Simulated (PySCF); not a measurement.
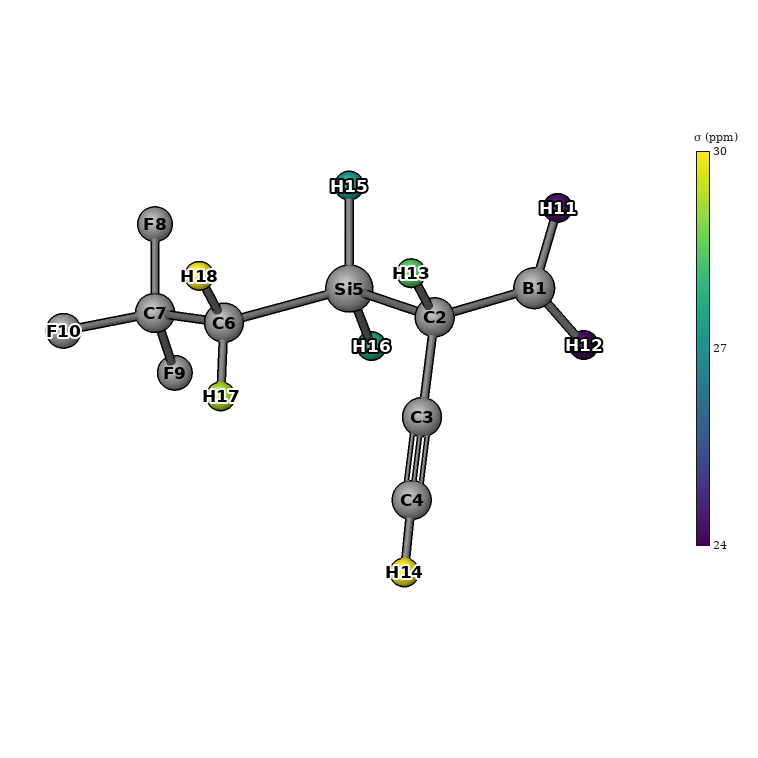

Atoms are coloured by their isotropic NMR shieldings (H only, the others grey). The geometry was computed by an optimisation with GFN2-xTB. No frequency run is at hand to confirm it as a minimum. Level of theory: GIAO PBE0/pcSseg-1 NMR shielding, non-relativistic, gas phase (PySCF 2.14.0).

Give the isotropic NMR shieldings of the H atoms atom by atom.

```csv
atom,σ (ppm)
H11,24.29
H12,24.17
H13,28.42
H14,29.86
H15,27.30
H16,27.46
H17,29.26
H18,29.93
```

The geometry is semi-empirical. Around B, Si such bond lengths and angles can be off by a tenth of an ångström or more and by several degrees, and values that hang on the shape move with them.
